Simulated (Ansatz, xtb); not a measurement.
**GeH2Cl2O (SMILES [OH][GeH]([Cl])[Cl]): methods side by side**

The species is GeH2Cl2O (6 atoms), meant as a singlet with charge 0. As SMILES, `[OH][GeH]([Cl])[Cl]`. The coordinates come from a PBE0-D4/def2-TZVP relaxation. This is one conformer, not always the lowest.

Each level gives the vertical ionisation energy (to the doublet cation) (eV). The values are calculated.

```tsv
level	kind	program	value (eV)	CPU time (all runs)
GFN2-xTB	semi-empirical	xtb	15.01	under 2 s
HF/cc-pVDZ	Hartree–Fock	Ansatz	10.92	18 s
BLYP/cc-pVDZ	GGA	Ansatz	10.42	13 s
PBE0/cc-pVDZ	global hybrid	Ansatz	11.29	21 s
r2SCAN0/cc-pVDZ	hybrid meta-GGA	Ansatz	11.52	36 s
wB97M-V/cc-pVDZ	range-separated hybrid	Ansatz	11.72	2.3 min
B2PLYP/cc-pVDZ	double hybrid	Ansatz	11.41	32 s
RPA@PBE0/cc-pVDZ	RPA	Ansatz	11.00	32 s
MP2/cc-pVDZ	perturbation theory	Ansatz	12.26	19 s
CCSD(T)/cc-pVDZ	coupled cluster or CI	Ansatz	11.60	79 s
```

All-electron rows without a relativistic Hamiltonian named are non-relativistic. The values span 10.42 to 15.01 eV. The xTB values lack the empirical shift that such differences need. The coupled-cluster rows rest on a doubtful reference here (large T1 or Brueckner and Hartree–Fock orbitals at odds), and rows may lie in different states. In the correlated wave-function rows the outer d shell of Ge is correlated, in sets not made for it. CPU times are rough (shared hosts, several kinds of processor): they show what a rung costs within a factor of a few.

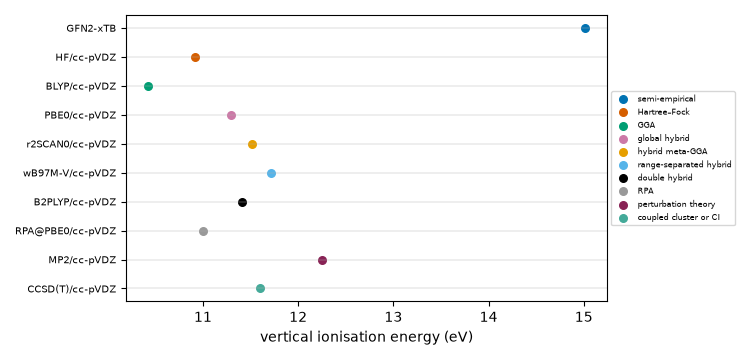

The values of the table, level by level.
